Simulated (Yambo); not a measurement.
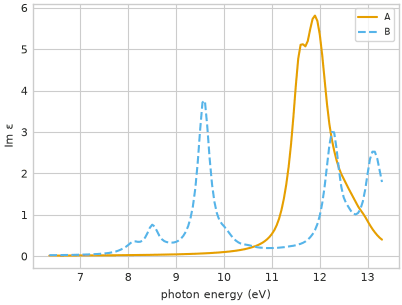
Figure. Two computed absorption spectra of LiTaF₆ (space group R-3, No. 148) (Yambo, PBEsol bands with the same scissor, field along x)

Axes are Cartesian, with cell vectors (Å) (2.58, 1.49, 4.53), (-2.58, 1.49, 4.53), (0.00, -2.98, 4.53).

### Question
Which curve includes the electron-hole attraction (BSE), and where are its main peaks?

### Answer
Curve B: the attraction moves weight to lower energy (centre of the plotted range 11.1 eV against 11.9 eV). Its peaks lie at 8.5 eV, 9.6 eV, 12.2 eV, 13.1 eV. Settings: 4×4×4 mesh, 18 valence and 7 conduction bands, static screening with 67 bands and a 3 Ry block, scissor 4.70 eV, Tamm-Dancoff. The scissor comes from a G0W0 run whose convergence isn't established. Broadening 0.15 eV. The band window holds all transitions up to 17.6 eV. Fine structure above the onset can come from the mesh.

Spin-orbit coupling is not included.

Geometry of the Materials Project entry, not relaxed at this level; primitive cell a = b = c = 5.4214 Å, α = β = γ = 56.95°.

The structure is a Materials Project entry; no match was found in the copy of COD used, and its stability was not checked.
